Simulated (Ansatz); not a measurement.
# The HOMO–LUMO gap down a group: Ti to Hf

Gas-phase molecules, one atom swapped for its congeners: C11H14OTi `[CH3][Ti]12345678([OH])([CH]9[CH]1[CH]2[CH]3[CH]94)[CH]1[CH]5[CH]6[CH]7[CH]18`; C11H14OZr `[CH3][Zr]12345678([OH])([CH]9[CH]1[CH]2[CH]3[CH]94)[CH]1[CH]5[CH]6[CH]7[CH]18`; C11H14HfO `[CH3][Hf]12345678([OH])([CH]9[CH]1[CH]2[CH]3[CH]94)[CH]1[CH]5[CH]6[CH]7[CH]18`. All are singlets with charge 0.

Shapes, held fixed at every level: PBE0-D4/def2-TZVP. Flexible molecules stand in one conformer, not always the lowest. Programs: Ansatz 0.2.0. Values in eV.

```json
{"level": "r2SCAN-D4/def2-TZVPP", "C11H14OTi": "3.64", "C11H14OZr": "4.48", "C11H14HfO": "4.77"}
{"level": "B3LYP-D4/def2-TZVPP", "C11H14OTi": "4.96", "C11H14OZr": "5.66", "C11H14HfO": "5.90"}
{"level": "PBE0-D4/def2-TZVPP", "C11H14OTi": "5.43", "C11H14OZr": "6.09", "C11H14HfO": "6.32"}
{"level": "r2SCAN0-D4/def2-TZVPP", "C11H14OTi": "5.63", "C11H14OZr": "6.32", "C11H14HfO": "6.56"}
{"level": "wB97X-V/def2-TZVPP", "C11H14OTi": "9.76", "C11H14OZr": "10.35", "C11H14HfO": "10.56"}
{"level": "wB97M-V/def2-TZVPP", "C11H14OTi": "9.62", "C11H14OZr": "9.78", "C11H14HfO": "10.08"}
```

At wB97M-V/def2-TZVPP the HOMO–LUMO gap rises at every step, from 9.62 to 10.08 eV. Every level shows the same order. For atoms past krypton def2 sets carry core potentials with scalar relativity. Orbital gaps aren't excitation energies, and the LUMO depends on the basis.

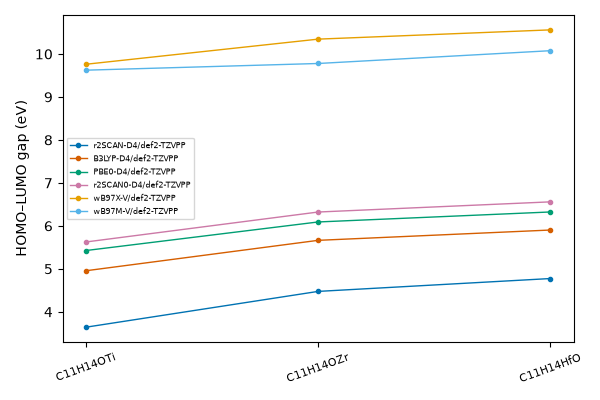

The trend along the series, level by level.
